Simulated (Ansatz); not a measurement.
**Response to strain in TiAl**

Start from TiAl (space group P4/mmm, No. 123; a = 2.797 Å, c = 4.032 Å). Axes: x, y, z lie along a, b, c of the conventional cell.

Strains are applied to the cell and any free atomic positions relax; under biaxial strain the out-of-plane vector relaxes too.

Calculations: PBEsol, PAW, 420 eV (Ansatz, a first-principles code; no SOC).

Notes on the quantities. pressure: mean of the normal stresses, compression positive.

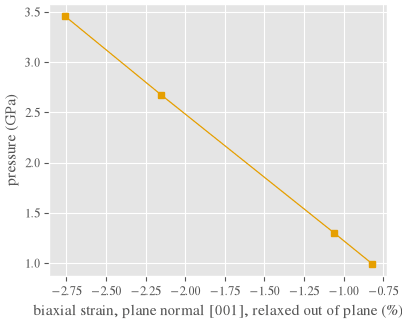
Pressure against biaxial strain, plane normal [001], relaxed out of plane

Question: From the plot, what is the pressure for biaxial strain −2.15 %, plane normal [001], relaxed out of plane?

Answer: About 2.7 GPa.

Question: Is the trend monotonic over the range shown?

Answer: Yes, it falls throughout, spanning 1.0 GPa to 3.5 GPa.

Without a gap, meshes like the base's 17×17×12 leave anisotropic stresses uncertain by several tenths of a GPa, and small strain energies with them. No phonon test of stability was made. All final runs are without spin polarisation.
